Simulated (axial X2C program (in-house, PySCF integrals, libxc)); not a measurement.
# All-electron X2C curves of AsGe

Aim: find the lowest determinant of AsGe, scan the bond at several levels and fit the constants, once spin-free and once with spin–orbit coupling.

Program: an in-house X2C program for linear molecules on PySCF integrals. Level of theory: all-electron X2C, As dyall-cv3z, Ge dyall-cv3z. These are calculated values, not measurements.

## Step 1: The job

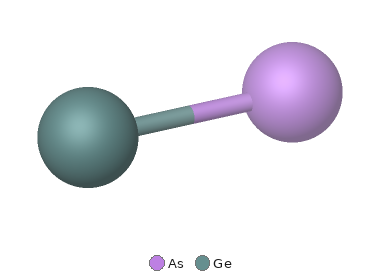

The two atoms at 2.420 Å (arsenic purple, germanium teal).

task.json reads:

```json
{"zs": [33, 32], "q": 0, "bas": ["dyall-cv3z", "dyall-cv3z"], "levels": ["PBE0", "HF", "TPSS"], "cc": true, "r0": 2.42, "thr": -1.0, "nmax": 90, "npts": 10, "nst": 2, "ntry": 6}
```

Keys: zs atomic numbers; q charge; bas basis sets; levels methods (HF also brings MP2); cc coupled cluster on or off; r0 starting distance in Å; thr threshold in hartree for freezing inner shells (an s shell follows its p shell); nmax most natural virtual spinors; npts points asked for on the curve; nst determinants followed; ntry starts of the search.

On the command line:

```sh
$ python so2c.py task.json out
```

Spin-free means the one-electron spin-free X2C Hamiltonian; two-component (2c) means X2C with spin–orbit coupling and atomic mean-field two-electron Coulomb and Gaunt terms. Basis: As dyall-cv3z contracted to [9s9p6d4f1g], Ge dyall-cv3z contracted to [9s9p7d4f1g]; Gaussian nuclei, density fitting. Masses: As 74.922 u, Ge 73.921 u.

Notation: σ, π±, δ± give the projection m of an orbital's angular momentum (0, ±1, ±2), α and β its spin, Λ and M_S the sums; ω is the projection of a spinor's total angular momentum and Ω the sum. Logs are in hartree.

The results follow Hamiltonian by Hamiltonian and level by level.

## Step 2: Search for the lowest determinant

PBE0 moves the distance from 2.420 Å to 2.245 Å and compares determinants there.

Spin-free determinants:

```csv
ΔE (eV),state,open shells
0.00,"M_S = 1/2, Λ = 1","beyond closed shells: π+α, π+β, π-α"
0.34,"M_S = 1/2, Λ = 0",beyond closed shells: σα
1.80,"M_S = 3/2, Λ = 1","beyond closed shells: 2 × π+α, π-α"
2.21,"M_S = 3/2, Λ = 2","beyond closed shells: σα, 2 × π+α, π+β, π-α"
2.21,"M_S = 3/2, Λ = 0","beyond closed shells: σα, π+α, π+β, 2 × π-α"
2.66,"M_S = 1/2, Λ = 0","beyond closed shells: σβ, π+α, π+β, 2 × π-α"
2.66,"M_S = 1/2, Λ = 2","beyond closed shells: σβ, 2 × π+α, π+β, π-α"
```

Two-component determinants:

```
ΔE (eV)    state                                  open shells
   0.00  Ω = 3/2                excess of +ω over −ω: ω = 3/2
   0.14  Ω = 1/2                excess of +ω over −ω: ω = 1/2
   1.80  Ω = 1/2  excess of +ω over −ω: 2 × ω = -1/2, ω = 3/2
   1.94  Ω = 5/2  excess of +ω over −ω: ω = -1/2, 2 × ω = 3/2
   2.29  Ω = 7/2   excess of +ω over −ω: ω = 1/2, 2 × ω = 3/2
   2.43  Ω = 3/2                excess of +ω over −ω: ω = 3/2
   2.70  Ω = 1/2                excess of +ω over −ω: ω = 1/2
```

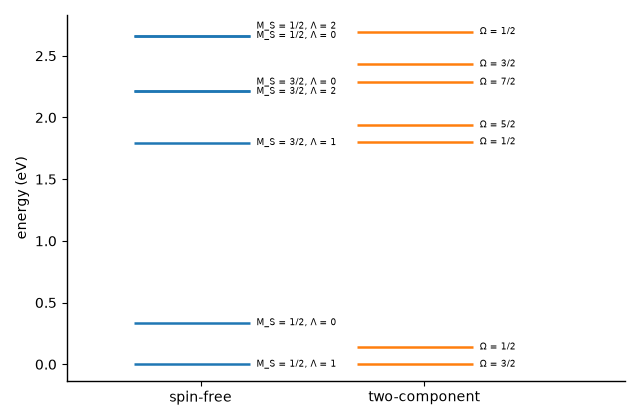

The determinants found, each set from its own lowest.

## Step 3: PBE0, spin-free

State followed: M_S = 1/2, Λ = 1 (beyond closed shells: π+α, π+β, π-α). The scan is laid around 2.245 Å, a first estimate of the minimum, and this SCF restarts from the orbitals of the search.

Output at 2.245 Å:

```text
spin-free X2C-1e  PBE0
basis functions 211  fitting functions 1204  grid points 5802
iter        total energy     max residual
   1      -4359.152801194     3.74e-05
   2      -4359.152801200     9.27e-06
converged
one-electron -6566.82670097  Coulomb 2122.83966785  exact exchange -40.27923535  xc functional -123.80017849  nuclear repulsion 248.91364576
```

Along the bond, energies from the lowest point:

| R (Å) | E (eV) | μ (D) | HOMO (eV) | LUMO (eV) | iterations |
| --- | --- | --- | --- | --- | --- |
| 1.953 | 1.0357 | 0.28 | -6.53 | -5.05 | 26 |
| 2.043 | 0.4252 | 0.51 | -6.59 | -4.84 | 27 |
| 2.110 | 0.1648 | 0.68 | -6.56 | -4.70 | 21 |
| 2.178 | 0.0327 | 0.86 | -6.40 | -4.57 | 18 |
| 2.245 | 0.0000 | 1.03 | -6.25 | -4.45 | 2 |
| 2.324 | 0.0569 | 1.22 | -6.09 | -4.33 | 20 |
| 2.402 | 0.1875 | 1.39 | -5.94 | -4.22 | 20 |
| 2.503 | 0.4201 | 1.53 | -5.78 | -4.11 | 20 |
| 2.627 | 0.7368 | 1.58 | -5.69 | -4.01 | 20 |
| 2.806 | 1.1855 | 1.65 | -5.65 | -3.90 | 20 |

Dipoles are positive if Ge is the positive end.

Outer orbitals at the reference distance:

```csv
symmetry,occupied,ε (eV),atomic character
δ-α,yes,-33.18,100% Ge d
δ+α,yes,-33.18,100% Ge d
δ+β,yes,-33.17,100% Ge d
δ-β,yes,-33.15,100% Ge d
π-α,yes,-33.01,100% Ge d
π+α,yes,-33.01,100% Ge d
π+β,yes,-33.00,100% Ge d
π-β,yes,-32.98,100% Ge d
σα,yes,-32.98,100% Ge d
σβ,yes,-32.98,100% Ge d
σα,yes,-17.43,"60% As s, 23% Ge s, 9% Ge p"
σβ,yes,-16.66,"56% As s, 27% Ge s, 9% Ge p"
σα,yes,-12.41,"52% Ge s, 19% As p, 19% As s"
σβ,yes,-12.08,"49% Ge s, 22% As s, 18% As p"
π-α,yes,-6.94,"66% As p, 29% Ge p, 4% Ge d"
π+α,yes,-6.94,"66% As p, 29% Ge p, 4% Ge d"
σα,yes,-6.83,"44% As p, 41% Ge p, 10% Ge s"
σβ,yes,-6.64,"45% As p, 42% Ge p, 9% Ge s"
π+β,yes,-6.25,"56% As p, 39% Ge p, 3% Ge d"
π-β,no,-4.45,"53% As p, 43% Ge p, 2% Ge d"
π-α,no,-2.36,"63% Ge p, 26% As p, 6% As d"
π+α,no,-2.36,"63% Ge p, 26% As p, 6% As d"
π+β,no,-2.04,"54% Ge p, 34% As p, 6% Ge d"
```

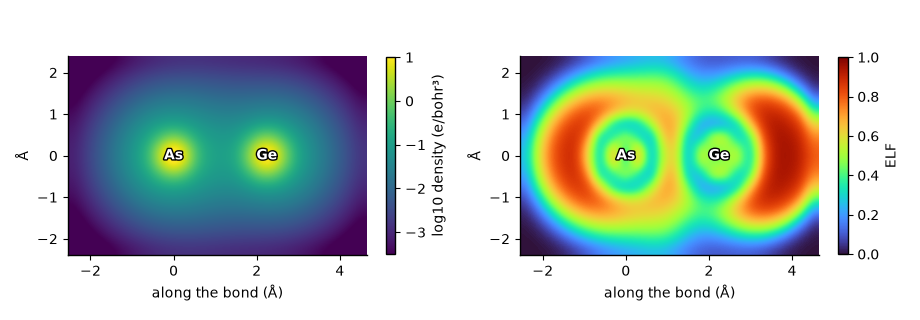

PBE0 fields in a plane through the axis, from a grid of 0.3 Å; As lies at z = 0 and Ge at z = 2.245 Å; the ELF is damped to zero where the density is low.

Re = 2.237 Å, ωe = 356 cm⁻¹, ωexe = 0.955 cm⁻¹, Be = 0.09052 cm⁻¹, De = 2.95 eV, μ = 1.01 D.

## Step 4: HF, spin-free

The SCF at the reference distance of 2.245 Å:

```text
spin-free X2C-1e  HF
basis functions 211  fitting functions 1204  grid points 5802
iter        total energy     max residual
   1      -4356.190328771     2.87e-01
   2      -4356.227592993     1.03e-02
   3      -4356.229178688     1.35e-02
   4      -4356.229836177     5.81e-03
   5      -4356.230476226     6.18e-03
   6      -4356.232270480     2.72e-02
   7      -4356.233415636     1.99e-02
   8      -4356.234752544     3.30e-03
   9      -4356.234870322     8.56e-03
  10      -4356.235161212     1.28e-03
  11      -4356.235186100     7.61e-04
  12      -4356.235193956     3.49e-04
  13      -4356.235195749     5.67e-05
  14      -4356.235195824     2.10e-05
  15      -4356.235195832     8.49e-06
  16      -4356.235195833     1.46e-06
converged
one-electron -6567.08598551  Coulomb 2123.29707652  exact exchange -161.35993260  xc functional 0.00000000  nuclear repulsion 248.91364576
```

Re = 2.335 Å, ωe = 249.3 cm⁻¹, ωexe = 0.619 cm⁻¹, Be = 0.08312 cm⁻¹, De = 0.868 eV, μ = 0.90 D. ⟨S²⟩ = 1.32 against 0.75 for a pure state, so this determinant mixes spins.

## Step 5: TPSS, spin-free

The SCF at the reference distance of 2.245 Å:

```text
spin-free X2C-1e  TPSS
basis functions 211  fitting functions 1204  grid points 5802
iter        total energy     max residual
   1      -4359.616743225     6.55e-02
   2      -4359.618793237     1.45e-02
   3      -4359.619584133     1.74e-02
   4      -4359.620094282     1.14e-02
   5      -4359.620225355     9.24e-03
   6      -4359.620363989     8.26e-04
   7      -4359.620366591     2.12e-04
   8      -4359.620367127     3.97e-05
   9      -4359.620367204     4.74e-05
  10      -4359.620367234     1.33e-05
  11      -4359.620367236     3.67e-06
converged
one-electron -6565.88443240  Coulomb 2121.83148303  exact exchange 0.00000000  xc functional -164.48106362  nuclear repulsion 248.91364576
```

Re = 2.256 Å, ωe = 339 cm⁻¹, ωexe = 0.749 cm⁻¹, Be = 0.08904 cm⁻¹, De = 3.14 eV, μ = 0.91 D.

## Step 6: MP2 and beyond, spin-free

Correlated methods: 9 electrons correlated (frozen shells, counted by type: As 3 s, 2 p, 1 d; Ge 3 s, 2 p, 1 d), 269 virtual spinors in MP2, 90 natural virtuals in coupled cluster.

Output of the correlated part at 2.245 Å:

```text
correlated 9  virtual 269  natural virtual 90  E(MP2) -0.176140236  MP2 remainder -0.005323262
iter   CCSD correlation   residual
   1     -0.190129944   1.38e-01
   2     -0.199612480   7.51e-02
   3     -0.202909743   4.77e-02
   4     -0.206141748   3.26e-02
   5     -0.207037131   1.36e-02
   6     -0.207455054   4.72e-03
   7     -0.207510112   1.89e-03
   8     -0.207502871   9.53e-04
   9     -0.207504643   5.27e-04
  10     -0.207499877   2.27e-04
  11     -0.207501993   8.48e-05
  12     -0.207502536   3.08e-05
  13     -0.207503004   1.27e-05
  14     -0.207503195   4.85e-06
  15     -0.207503339   2.56e-06
  16     -0.207503438   1.41e-06
  17     -0.207503492   7.98e-07
  18     -0.207503527   4.44e-07
  19     -0.207503538   2.07e-07
(T) -0.012480088  T1 0.1078  D1 0.2451  max T2 0.122
```

T1 in the output is the amplitude norm over the root of the electron number; divide by √2 for the Lee–Taylor value.

MP2: No constants are quoted: the reference is strongly spin-contaminated.

CCSD: Re = 2.244 Å, ωe = 350 cm⁻¹, ωexe = 1.33 cm⁻¹, Be = 0.08995 cm⁻¹, De = 2.46 eV. T1 at Re = 0.076 (Lee–Taylor, the printed value over √2).

CCSD(T): Re = 2.249 Å, ωe = 353 cm⁻¹, ωexe = 1.02 cm⁻¹, Be = 0.08955 cm⁻¹, De = 2.67 eV. T1 at Re = 0.077 (Lee–Taylor, the printed value over √2).

## Step 7: A higher determinant, spin-free

State: M_S = 1/2, Λ = 0 (beyond closed shells: σα).

Output at the reference distance:

```text
spin-free X2C-1e  PBE0
basis functions 211  fitting functions 1204  grid points 5802
iter        total energy     max residual
   1      -4359.140441372     5.95e-05
   2      -4359.140441409     2.20e-05
   3      -4359.140441418     2.00e-05
converged
one-electron -6566.09688708  Coulomb 2122.08873471  exact exchange -40.26760915  xc functional -123.77832567  nuclear repulsion 248.91364576
```

```csv
R (Å),E above the lowest PBE0 point (eV)
1.953,0.642
2.043,0.306
2.110,0.220
2.178,0.239
2.245,0.336
2.324,0.520
2.402,0.748
2.503,1.047
2.627,1.390
```

Re = 2.129 Å, ωe = 392 cm⁻¹, Be = 0.09993 cm⁻¹, μ = 1.28 D. Te = 0.22 eV.

## Step 8: The spin-free curves together

Energy (eV) of the followed determinant, spin-free, from each level's lowest point:

| R (Å) | PBE0 | HF | MP2 (spin-contaminated) | CCSD | CCSD(T) | TPSS |
| --- | --- | --- | --- | --- | --- | --- |
| 1.953 | 1.036 | 1.198 | 0.857 | n/a | n/a | 1.103 |
| 2.043 | 0.425 | 0.573 | 0.227 | 0.472 | 0.498 | 0.478 |
| 2.110 | 0.165 | 0.298 | 0.030 | 0.187 | 0.203 | 0.202 |
| 2.178 | 0.033 | 0.130 | 0.000 | 0.041 | 0.048 | 0.053 |
| 2.245 | 0.000 | 0.038 | 0.039 | 0.000 | 0.000 | 0.000 |
| 2.324 | 0.057 | 0.000 | 0.127 | 0.046 | 0.042 | 0.032 |
| 2.402 | 0.187 | 0.017 | 0.242 | 0.161 | 0.159 | 0.139 |
| 2.503 | 0.420 | 0.097 | 0.415 | 0.366 | 0.376 | 0.349 |
| 2.627 | 0.737 | 0.247 | 0.655 | n/a | n/a | 0.671 |
| 2.806 | 1.185 | 0.491 | 1.060 | n/a | n/a | 1.159 |

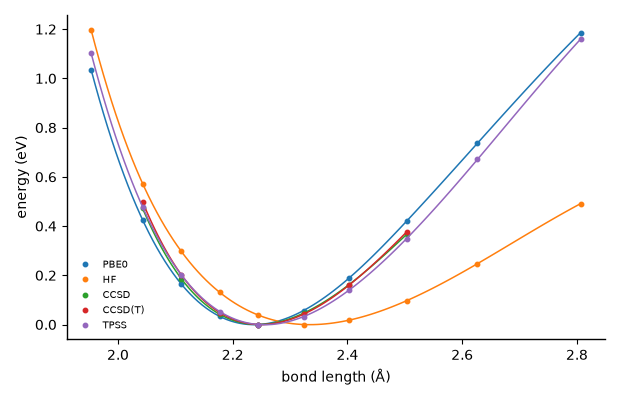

Curves of the followed state, spin-free, each from its own lowest point. Left out: MP2.

[end of part 1 of 2]
